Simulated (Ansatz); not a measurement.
```sh
ansatz run in.yaml --threads 2 --pin off --events-out ev --progress --plain --max-ram 4352MiB
```

```yaml
crystal:
  periodic: [false, false, false]
  atoms:
    - {symbol: B, position_ang: [-0.717447, 0.285453, -0.378978]}
    - {symbol: B, position_ang: [0.702535, -0.220431, 0.434148]}
    - {symbol: F, position_ang: [0.907202, -1.504874, 0.691280]}
    - {symbol: F, position_ang: [-0.712996, 0.457416, -1.693581]}
    - {symbol: H, position_ang: [-1.753822, 0.542472, 0.180057]}
    - {symbol: H, position_ang: [1.548154, 0.536770, 0.839352]}
basis:
  gaussian: {orbitals: def2-TZVPP}
hamiltonian: {xc: pbe, dispersion: d4}
```

What structure does this define?

Formula B2F2H2. This geometry has C2 symmetry. Coordination: 2 B trigonal planar.

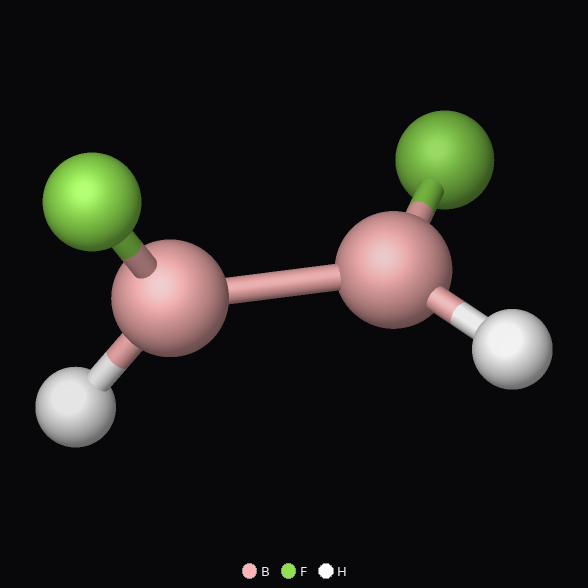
